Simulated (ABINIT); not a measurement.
# Beyond one shot: BaZrSe3 (P1)

Aim: iterate the self-energy on BaZrSe3 (P1) and follow the gap from cycle to cycle.

Method: PBEsol and many-body steps on it, plane waves, in ABINIT 10.8.3.

## 1. The structure

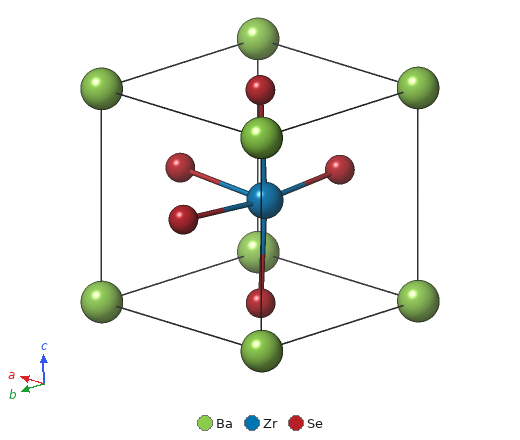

The cell as given, from a free direction (barium green, zirconium blue, selenium red). Some periodic images of atoms are drawn too.

The cell and positions are those that the Materials Project relaxed with its own functionals (PBE, PBE+U or r2SCAN), kept fixed. Spin-orbit coupling is left out unless a step names it.

## 2. Empty states on the mesh, 2×2×2 mesh, 202 bands

This step: ABINIT 10.8.3; DFT, PBEsol, plane waves, norm-conserving pseudopotentials.

The sums over transitions need many empty states on a uniform mesh; this step solves for them.

File run.abi:

```
acell 3*1.0 Angstrom
rprim 
  5.287383000000 -0.000000000000 -0.000000000000
  0.003576000000 5.296392000000 -0.000000000000
  0.007950000000 0.010054000000 5.309462000000
ntypat 3
znucl 56 40 34
natom 5
typat 1 2 3 3 3
xred 
  0.998643000000 0.998478000000 0.998673000000
  0.476578000000 0.490069000000 0.476727000000
  0.488317000000 0.998506000000 0.502693000000
  0.983845000000 0.511636000000 0.518540000000
  0.492614000000 0.501310000000 0.993370000000
pp_dirpath "pseudos"
pseudos "Ba.upf, Zr.upf, Se.upf"
ecut 48
ngkpt 2 2 2
nshiftk 1
shiftk 0 0 0
kptopt 1
chksymbreak 0
iscf -2
irdden 1
istwfk *1
nband 202
nbdbuf 18
tolwfr 1e-09
nstep 60
prtvol 0
indata_prefix "in"
outdata_prefix "out"
tmpdata_prefix "tmp"
```

Started as:

```bash
$ OMP_NUM_THREADS=1 mpirun -n 8 abinit run.abi > log
```

Numbers of over 12 decimals in the logs are rounded to 6 here.

Output:

```text
.Version 10.8.3 of ABINIT. v10.8.2 released Aug 2026.

 Symmetries : space group P1 (#  1); Bravais aP (primitive triclinic)
[... echo of the input left out ...]
== DATASET  1 ==================================================================
-   mpi_nproc: 8, omp_nthreads: 1 (-1 if OMP is not activated)

--- !DatasetInfo
iteration_state: {dtset: 1, }
dimensions: {natom: 5, nkpt: 8, mband: 202, nsppol: 1, nspinor: 1, nspden: 1, mpw: 15990, }
cutoff_energies: {ecut:  48.0, pawecutdg:  -1.0, }
[...]
1.95420    1.95502    1.95827    1.95955    1.96493    1.97558    1.97935    1.98142
   2.02054    2.02543    2.02792    2.04125    2.05656    2.07320    2.07583    2.10112
   2.10254    2.11075
 prteigrs : prtvol=0 or 1, do not print more k-points.

== END DATASET(S) ==============================================================
================================================================================

 -outvars: echo values of variables after computation  --------
            nband         202
             nkpt           8
          spgroup           1
 [... the other variables as echoed above ...]

 Calculation completed.
```

Run time: 4.5 min. Hardware: 8 MPI ranks of Arm Neoverse N1, shared host; peak memory 1.1 GiB; 36 min of CPU time.

Numbers from this step:

```yaml
gap: 0.1586 eV
k_of_the_valence_top: 0.5, 0.5, 0.5
k_of_the_conduction_bottom: 0, 0, 0
least_direct_gap: 0.6966 eV
k_points_computed: 8
lowest_point_of_the_top_converged_band_above_the_valence_top: 45.58 eV
```

On this mesh the gap is 0.159 eV.

The density comes from a self-consistent run that is not shown.

## 3. Screening, 2×2×2 mesh, 184 bands, screening to 106.1 eV

The RPA dielectric matrix is built and inverted for each q.

This step: RPA screening on PBEsol, plane waves, norm-conserving pseudopotentials.

run.abi, as its differences from that of step 2:

```diff
@@ -23,10 +23,11 @@
 chksymbreak 0
-iscf -2
-irdden 1
 istwfk *1
-nband 202
-nbdbuf 18
-tolwfr 1e-09
-nstep 60
-prtvol 0
+occopt 1
+irdwfk 1
+optdriver 3
+nband 184
+ecuteps 3.9
+inclvkb 2
+awtr 1
+symchi 1
 indata_prefix "in"
```

Output:

```text
.Version 10.8.3 of ABINIT. v10.8.2 released Aug 2026.

 Symmetries : space group P1 (#  1); Bravais aP (primitive triclinic)
[... echo of the input left out ...]
== DATASET  1 ==================================================================
-   mpi_nproc: 8, omp_nthreads: 1 (-1 if OMP is not activated)

--- !DatasetInfo
iteration_state: {dtset: 1, }
dimensions: {natom: 5, nkpt: 8, mband: 184, nsppol: 1, nspinor: 1, nspden: 1, mpw: 15990, }
cutoff_energies: {ecut:  48.0, pawecutdg:  -1.0, }
electrons: {nelect:   9.40000000E+01, charge:   0.00000000E+00, occopt:   1.00000000E+00, tsmear:   1.00000000E-02, }

 SCREENING: Calculation of the susceptibility and dielectric matrices

 Based on a program developped by R.W. Godby, V. Olevano, G. Onida, and L. Reining.
 Incorporated in ABINIT by V. Olevano, G.-M. Rignanese, and M. Torrent.
.Using double precision arithmetic ; gwpc =  8

[... cell and pseudopotentials left out ...]
--------------------------------------------------------------------------------

 ==== K-mesh for the wavefunctions ====
 Number of points in the irreducible wedge :     8
[... list of points left out ...]
 Together with  1 symmetry operations and time-reversal symmetry
 yields     8 points in the full Brillouin Zone.

 ==== Q-mesh for the screening function ====
 Number of points in the irreducible wedge :     8
[... list of points left out ...]
 Together with  1 symmetry operations and time-reversal symmetry
 yields     8 points in the full Brillouin Zone.

 setmesh: FFT mesh size selected  =    40x   40x   45
          total number of points  =        72000

 vcoul_init : cutoff-mode = AUXILIARY_FUNCTION
 q-points for optical limit:   1
     1)      0.000010    0.000020    0.000030

- screening: taking advantage of time-reversal symmetry
- Maximum band index for partially occupied states nbvw = 47
- Remaining bands to be divided among processors   nbcw = 137
- Number of bands treated by each node ~17

 Number of electrons calculated from density =   94.0000; Expected =   94.0000
 average of density, n =  0.093683
 r_s =    1.3659
 omega_plasma =   29.5247 [eV]

 calculating chi0 at frequencies [eV] :
  1    0.000000E+00    0.000000E+00
  2    0.000000E+00    2.952470E+01

--------------------------------------------------------------------------------
  q-point number  1        q = ( 0.000000, 0.000000, 0.000000) [r.l.u.]
--------------------------------------------------------------------------------
[... chi0 elements left out ...]
 For q-point:  0.000010 0.000020 0.000030
  dielectric constant =  24.4711
  dielectric constant without local fields =  31.1432

  Average fulfillment of the sum rule on Im[epsilon] for q-point    1 :     38.74  [%]
[... wings left out ...]
  q-point number  2        q = ( 0.500000, 0.000000, 0.000000) [r.l.u.]
--------------------------------------------------------------------------------
[... chi0 elements left out ...]
  Average fulfillment of the sum rule on Im[epsilon] for q-point    2 :     41.62  [%]

 [... 6 further q-points ...]
```

Run time: 4.6 min. Hardware: 8 MPI ranks; peak memory 6.7 GiB.

Numbers from this step:

```yaml
eps_infinity_with_local_fields_on_this_mesh_along_the_program_s_q_direction: 24.47
the_same_without_local_fields: 31.14
plasma_frequency: 29.52 eV
plane_waves_in_the_screening_matrix: 365
```

Local fields lower ε∞ by 21 %. On a Γ-centred mesh this coarse the value itself is usually too large, while a short band sum pulls it down.

## 4. G0W0

The self-energy is evaluated for the states that the input lists, and the levels follow from it, in one-shot runs by the linearised quasiparticle equation.

This step: G0W0 on PBEsol, plane waves, norm-conserving pseudopotentials.

run.abi, as its differences from that of step 3:

```diff
@@ -26,8 +26,17 @@
 irdwfk 1
-optdriver 3
+optdriver 4
 nband 184
+gwcalctyp 0
+ecutsigx 48
+symsigma 1
+nkptgw 2
+kptgw 
+  0.5000000000 0.5000000000 0.5000000000
+  0.0000000000 0.0000000000 0.0000000000
+bdgw 
+  46 49
+  46 49
 ecuteps 3.9
-inclvkb 2
-awtr 1
-symchi 1
+irdscr 1
+ppmodel 1
 indata_prefix "in"
```

Output:

```text
.Version 10.8.3 of ABINIT. v10.8.2 released Aug 2026.

 Symmetries : space group P1 (#  1); Bravais aP (primitive triclinic)
[... echo of the input left out ...]
== DATASET  1 ==================================================================
-   mpi_nproc: 8, omp_nthreads: 1 (-1 if OMP is not activated)

--- !DatasetInfo
iteration_state: {dtset: 1, }
dimensions: {natom: 5, nkpt: 8, mband: 184, nsppol: 1, nspinor: 1, nspden: 1, mpw: 15990, }
cutoff_energies: {ecut:  48.0, pawecutdg:  -1.0, }
electrons: {nelect:   9.40000000E+01, charge:   0.00000000E+00, occopt:   1.00000000E+00, tsmear:   1.00000000E-02, }

 SIGMA: Calculation of the GW corrections

 Based on a program developped by R.W. Godby, V. Olevano, G. Onida, and L. Reining.
 Incorporated in ABINIT by V. Olevano, G.-M. Rignanese, and M. Torrent.
.Using double precision arithmetic ; gwpc =  8

[... cell and pseudopotentials left out ...]
--------------------------------------------------------------------------------

 ==== K-mesh for the wavefunctions ====
 Number of points in the irreducible wedge :     8
[... list of points left out ...]
 Together with  1 symmetry operations and time-reversal symmetry
 yields     8 points in the full Brillouin Zone.

 ==== Q-mesh for screening function ====
 Number of points in the irreducible wedge :     8
[... list of points left out ...]
 Together with  1 symmetry operations and time-reversal symmetry
 yields     8 points in the full Brillouin Zone.

 vcoul_init : cutoff-mode = AUXILIARY_FUNCTION
 q-points for optical limit:   1
     1)      0.000010    0.000020    0.000030
 setmesh: FFT mesh size selected  =    64x   64x   64
          total number of points  =       262144

 Number of electrons calculated from density =   94.0000; Expected =   94.0000
 average of density, n =  0.093683
 r_s =    1.3659
 omega_plasma =   29.5247 [eV]

 === KS Band Gaps ===
  >>>> For spin  1
   Minimum direct gap =   0.6966 [eV], located at k-point      :   0.0000  0.0000  0.0000
   Fundamental gap    =   0.1584 [eV], Top of valence bands at :   0.5000  0.5000  0.5000
                                       Bottom of conduction at :   0.0000  0.0000  0.0000
 SIGMA fundamental parameters:
 PLASMON POLE MODEL  1
 number of plane-waves for SigmaX                15905
 number of plane-waves for SigmaC and W            365
 number of plane-waves for wavefunctions         15905
 number of bands                                   184
 number of independent spin polarizations            1
 number of spinorial components                      1
 number of k-points in IBZ                           8
 number of q-points in IBZ                           8
 number of symmetry operations                       1
 number of k-points in BZ                            8
 number of q-points in BZ                            8
 number of frequencies for dSigma/dE                 9
 frequency step for dSigma/dE [eV]                0.25
 number of omega for Sigma on real axis              0
 max omega for Sigma on real axis  [eV]           0.00
 zcut for avoiding poles [eV]                     0.10

 EPSILON^-1 parameters (SCR file):
 dimension of the eps^-1 matrix on file            365
 dimension of the eps^-1 matrix used               365
 number of plane-waves for wavefunctions         15905
 number of bands                                   184
 number of q-points in IBZ                           8
 number of frequencies                               2
 number of real frequencies                          1
 number of imag frequencies                          1

 matrix elements of self-energy operator (all in [eV])

 Perturbative Calculation

--- !SelfEnergy_ee
iteration_state: {dtset: 1, }
kpoint     : [   0.500,    0.500,    0.500, ]
spin       : 1
KS_gap     :    2.344
QP_gap     :    3.038
Delta_QP_KS:    0.694
data: !SigmaeeData |
     Band     E0 <VxcDFT>   SigX SigC(E0)      Z dSigC/dE  Sig(E)    E-E0       E
       46   5.756 -14.219 -16.183   2.095   0.785  -0.274 -14.116   0.103   5.859
       47   5.789 -14.233 -16.206   2.110   0.784  -0.275 -14.126   0.107   5.896
       48   8.133 -12.915  -7.318  -4.570   0.781  -0.281 -12.113   0.801   8.934
       49   8.323 -13.701  -7.754  -4.801   0.773  -0.293 -12.814   0.887   9.210

--- !SelfEnergy_ee
iteration_state: {dtset: 1, }
kpoint     : [   0.000,    0.000,    0.000, ]
spin       : 1
KS_gap     :    0.697
QP_gap     :    1.330
Delta_QP_KS:    0.634
data: !SigmaeeData |
     Band     E0 <VxcDFT>   SigX SigC(E0)      Z dSigC/dE  Sig(E)    E-E0       E
       46   5.183 -14.370 -16.291   2.055   0.786  -0.272 -14.264   0.106   5.288
       47   5.251 -14.565 -16.645   2.193   0.787  -0.271 -14.476   0.089   5.340
       48   5.948 -12.641  -7.808  -3.917   0.788  -0.269 -11.918   0.723   6.670
       49   6.078 -12.779  -8.179  -3.703   0.789  -0.268 -12.071   0.708   6.786

== END DATASET(S) ==============================================================
================================================================================

 -outvars: echo values of variables after computation  --------
           etotal      0.0000000000E+00
            nband         184
             nkpt           8
          spgroup           1
 [... the other variables as echoed above ...]

 Calculation completed.
```

It took 30 s on 8 MPI ranks; peak memory 3.4 GiB.

Numbers from this step:

```yaml
g0w0_gap_on_the_points_computed: 0.774 eV
starting_gap_on_the_mesh: 0.1586 eV
k_of_the_valence_top: 0.5, 0.5, 0.5
k_of_the_conduction_bottom: 0, 0, 0
z_at_the_valence_top: 0.784
z_at_the_conduction_bottom: 0.788
least_direct_g0w0_gap_on_the_computed_points: 1.33 eV
```

The gap on the mesh goes from 0.16 eV to 0.77 eV, a correction of +0.62 eV.

## 5. evGW0, cycle 1

This step: evGW0 on PBEsol, plane waves, norm-conserving pseudopotentials.

run.abi, as its differences from that of step 4:

```diff
@@ -28,12 +28,24 @@
 nband 184
-gwcalctyp 0
+gwcalctyp 10
 ecutsigx 48
 symsigma 1
-nkptgw 2
+nkptgw 8
 kptgw 
+  0.0000000000 0.0000000000 0.0000000000
+  0.5000000000 0.0000000000 0.0000000000
+  0.0000000000 0.5000000000 0.0000000000
+  0.5000000000 0.5000000000 0.0000000000
+  0.0000000000 0.0000000000 0.5000000000
+  0.5000000000 0.0000000000 0.5000000000
+  0.0000000000 0.5000000000 0.5000000000
   0.5000000000 0.5000000000 0.5000000000
-  0.0000000000 0.0000000000 0.0000000000
 bdgw 
-  46 49
-  46 49
+  39 51
+  39 51
+  39 51
+  39 51
+  39 51
+  39 51
+  39 51
+  39 51
 ecuteps 3.9
```

Output:

```text
.Version 10.8.3 of ABINIT. v10.8.2 released Aug 2026.

 Symmetries : space group P1 (#  1); Bravais aP (primitive triclinic)
[... echo of the input left out ...]
== DATASET  1 ==================================================================
-   mpi_nproc: 8, omp_nthreads: 1 (-1 if OMP is not activated)

--- !DatasetInfo
iteration_state: {dtset: 1, }
dimensions: {natom: 5, nkpt: 8, mband: 184, nsppol: 1, nspinor: 1, nspden: 1, mpw: 15990, }
cutoff_energies: {ecut:  48.0, pawecutdg:  -1.0, }
electrons: {nelect:   9.40000000E+01, charge:   0.00000000E+00, occopt:   1.00000000E+00, tsmear:   1.00000000E-02, }

 SIGMA: Calculation of the GW corrections

 Based on a program developped by R.W. Godby, V. Olevano, G. Onida, and L. Reining.
 Incorporated in ABINIT by V. Olevano, G.-M. Rignanese, and M. Torrent.
.Using double precision arithmetic ; gwpc =  8

[... cell and pseudopotentials left out ...]
--------------------------------------------------------------------------------

 ==== K-mesh for the wavefunctions ====
 Number of points in the irreducible wedge :     8
[... list of points left out ...]
 Together with  1 symmetry operations and time-reversal symmetry
 yields     8 points in the full Brillouin Zone.

 ==== Q-mesh for screening function ====
 Number of points in the irreducible wedge :     8
[... list of points left out ...]
 Together with  1 symmetry operations and time-reversal symmetry
 yields     8 points in the full Brillouin Zone.

 vcoul_init : cutoff-mode = AUXILIARY_FUNCTION
 q-points for optical limit:   1
     1)      0.000010    0.000020    0.000030
 setmesh: FFT mesh size selected  =    64x   64x   64
          total number of points  =       262144

 Number of electrons calculated from density =   94.0000; Expected =   94.0000
[...]
spin       : 1
KS_gap     :    2.339
QP_gap     :    3.114
Delta_QP_KS:    0.775
data: !SigmaeeData |
     Band     E_DFT   <VxcDFT>   E(N-1)  <Hhartree>   SigX  SigC[E(N-1)]    Z     dSigC/dE  Sig[E(N)]  DeltaE  E(N)_pert E(N)_diago
[...]
--- !SelfEnergy_ee
iteration_state: {dtset: 1, }
kpoint     : [   0.500,    0.500,    0.500, ]
spin       : 1
KS_gap     :    2.344
QP_gap     :    3.038
Delta_QP_KS:    0.694
data: !SigmaeeData |
     Band     E_DFT   <VxcDFT>   E(N-1)  <Hhartree>   SigX  SigC[E(N-1)]    Z     dSigC/dE  Sig[E(N)]  DeltaE  E(N)_pert E(N)_diago
[...]
50     8.401   -14.127     8.401    22.528    -7.956    -4.967     0.768    -0.302   -13.202     0.925     9.326     9.513
       51     8.797    -9.967     8.797    18.764    -5.274    -3.977     0.816    -0.226    -9.383     0.584     9.381     9.605

 New Fermi energy :        2.350132E-01 Ha ,    6.395036E+00 eV

 === QP Band Gaps ===
  >>>> For spin  1
   Minimum direct gap =   1.5005 [eV], located at k-point      :   0.0000  0.0000  0.0000
   Fundamental gap    =   0.9384 [eV], Top of valence bands at :   0.5000  0.5000  0.5000
                                       Bottom of conduction at :   0.0000  0.0000  0.0000

 writing QP data on file : out_QPS

 Convergence of QP corrections
 >>>>> For spin  1 <<<<<
.  kptgw no:  1; Maximum DeltaE = (   0.000   0.000) for band index: 13
.  kptgw no:  2; Maximum DeltaE = (   0.000   0.000) for band index: 12
.  kptgw no:  3; Maximum DeltaE = (   0.000   0.000) for band index: 11
[...]
.  kptgw no:  7; Maximum DeltaE = (  -0.051  -0.001) for band index: 13
.  kptgw no:  8; Maximum DeltaE = (   0.915  -0.000) for band index: 12

== END DATASET(S) ==============================================================
================================================================================

 -outvars: echo values of variables after computation  --------
           etotal      0.0000000000E+00
            nband         184
             nkpt           8
          spgroup           1
 [... the other variables as echoed above ...]

 Calculation completed.
```

Run time: 4.8 min. Hardware: 8 MPI ranks; peak memory 6.9 GiB; 38 min of CPU time.

This step gave:

```
quasiparticle gap on the mesh                         : 0.9380 eV
gap of the density functional on the mesh             : 0.1586 eV
k of the valence top                                  : 0.5, 0.5, 0.5
k of the conduction bottom                            : 0, 0, 0
Z at the valence top                                  : 0.784
Z at the conduction bottom                            : 0.788
least direct quasiparticle gap on the computed points : 1.5 eV
```

Against G0W0 in ABINIT (2×2×2 mesh, 184 bands, screening to 106.1 eV, Godby-Needs plasmon pole), the gap moves by +0.164 eV. This first cycle still uses the starting levels; it takes the full correction, at all points of the mesh, and its linearised value is 0.774 eV.

## 6. evGW0, cycle 2

The corrected levels of the last cycle go back in.

run.abi, as its differences from that of step 5:

```diff
@@ -53,2 +53,3 @@
 ppmodel 1
+irdqps 1
 indata_prefix "in"
```

Output:

```text
.Version 10.8.3 of ABINIT. v10.8.2 released Aug 2026.

 Symmetries : space group P1 (#  1); Bravais aP (primitive triclinic)
[... echo of the input left out ...]
== DATASET  1 ==================================================================
-   mpi_nproc: 8, omp_nthreads: 1 (-1 if OMP is not activated)

--- !DatasetInfo
iteration_state: {dtset: 1, }
dimensions: {natom: 5, nkpt: 8, mband: 184, nsppol: 1, nspinor: 1, nspden: 1, mpw: 15990, }
cutoff_energies: {ecut:  48.0, pawecutdg:  -1.0, }
[...]
.  kptgw no:  3; Maximum DeltaE = (   0.035  -0.000) for band index: 13
[...]
.  kptgw no:  7; Maximum DeltaE = (   0.019  -0.002) for band index: 13
.  kptgw no:  8; Maximum DeltaE = (   0.033  -0.006) for band index: 13

== END DATASET(S) ==============================================================
================================================================================

 -outvars: echo values of variables after computation  --------
           etotal      0.0000000000E+00
            nband         184
             nkpt           8
          spgroup           1
 [... the other variables as echoed above ...]

 Calculation completed.
```

The job ended after 4.9 min (8 MPI ranks; peak memory 6.9 GiB).

This step gave:

```
quasiparticle gap on the mesh                         : 0.8790 eV
gap of the density functional on the mesh             : 0.1586 eV
k of the valence top                                  : 0.5, 0.5, 0.5
k of the conduction bottom                            : 0, 0, 0
least direct quasiparticle gap on the computed points : 1.437 eV
```

Against the cycle before, the gap moves by −0.059 eV.

[end of part 1 of 3]

[Paths, hosts, dates, memory and timing lines, banners, echoed tables and standing remarks are left out of the program output.]

[Logs are printed without paths, hosts, clocks, repeated set-up lines and the standing remarks that a program may print on its own settings, such as how far it seeks lower states.]

[Runs of the session that timed out or met a known fault of the program may be left out.]

[Hosts, paths, dates, database ids (printed as entryN), source tags and the programs' standing remarks are cut or masked in the printed files.]

[G0W0 gaps are taken among the corrected bands and points alone; a level outside them can change the order at an edge.]

[Where Ansatz stands beside ABINIT at settings called matched, ABINIT's density can come from a denser mesh and the files from another edition; pairs whose starting gaps differed by over 0.03 eV were left out, so agreement reads better than it is.]
